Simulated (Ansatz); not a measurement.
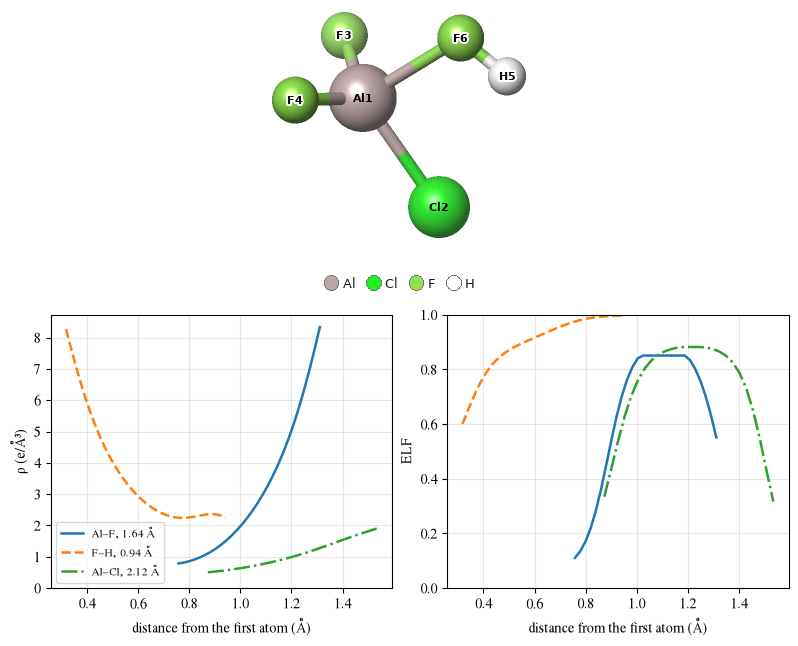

Figure. AlClF$_{3}$H. Total electron density and ELF along straight lines between neighbouring atoms. The curves leave out the atomic cores. The structure is drawn too.

Computed with Ansatz 0.2.0, RKS PBE0-D4/def2-mTZVP.

The calculation's input:

```
crystal:
  periodic: [false, false, false]
  atoms:
    - { symbol: Al, position_ang: [-1.00119, 0.259896, -0.214396] }
    - { symbol: Cl, position_ang: [-0.463493, -1.596508, 0.806221] }
    - { symbol: F, position_ang: [-1.169348, 0.246883, -1.834887] }
    - { symbol: F, position_ang: [-1.38585, 1.565947, 0.680727] }
    - { symbol: H, position_ang: [1.965537, -0.643146, 0.487689] }
    - { symbol: F, position_ang: [2.054243, 0.166928, 0.074645] }
basis:
  gaussian: { orbitals: def2-mTZVP }
hamiltonian:
  xc: pbe0
  dispersion: d4
relax:
  f_tol: 0.03
  max_steps: 50
output:
  orbitals: {}
```

Launched as:

```sh
ansatz run input.yaml --threads 2 --pin off --max-ram 3072MiB --backend cpu --events-out ev --progress --plain --runs-dir out
```

The fields are those of the run's last geometry, not of the input's.

> Compare the contacts.

Al–F (1.64 Å): ρ is about 0.91 e/Å³ halfway; the ELF peaks at about 0.85 in the valence shell of F, 0.6 Å from its nucleus, and is about 0.20 at the midpoint.
F–H (0.94 Å): ρ at the midpoint is about 4.5 e/Å³; the ELF climbs to about 1 towards the hydrogen, as it does in any bond to H (a covalent bond by its length).
Al–Cl (2.12 Å): ρ at the midpoint is about 0.72 e/Å³; the ELF peaks at about 0.90 in the valence shell of Cl, 0.9 Å from its nucleus, and is about 0.85 at the midpoint.
